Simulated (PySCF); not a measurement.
```xyz
16

Si    2.6596   -0.1607   -0.0468
N     1.1955    0.7492   -0.1784
C    -0.1088    0.3100   -0.0558
C    -1.1624    1.2109   -0.2191
C    -2.4806    0.7849   -0.0996
C    -2.6960   -0.5314    0.1821
C    -1.7072   -1.4556    0.3517
C    -0.3910   -1.0252    0.2292
H     2.6980   -1.2190   -1.0603
H     3.6950    0.8421   -0.2831
H     2.7796   -0.7498    1.2903
H     1.2551    1.7352   -0.3824
H    -0.9521    2.2492   -0.4405
H    -3.2910    1.4860   -0.2291
H    -1.9207   -2.4903    0.5737
H     0.4195   -1.7266    0.3568
```

Geometry: GFN2-xTB.

These are results of UKS B3LYP, pcH-1 on C H N Si, non-relativistic, mean-field spin-orbit, GIAO (PySCF 2.14.0, density-fitted response routines), not measurements.

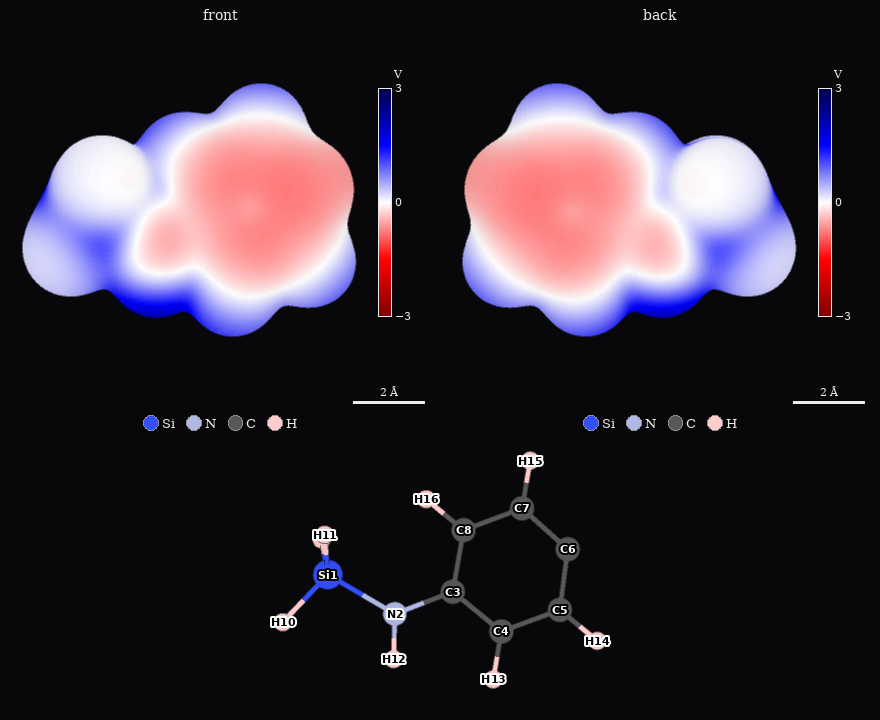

C₆H₈NSi (SMILES [SiH3]Nc1cc[c]cc1) (doublet). The molecular electrostatic potential painted on the density surface at 0.002 e/bohr³, seen from the front and from behind; the colour scale runs from red (negative) to blue (positive). The bare structure is drawn below in the same view.

### Describe the electrostatic potential map.

The most negative region (about −0.8 V, or −18 kcal/mol for a unit charge) lies over C5, C6 and C7, the most positive (about +2.1 V, or +48 kcal/mol for a unit charge) over H12.
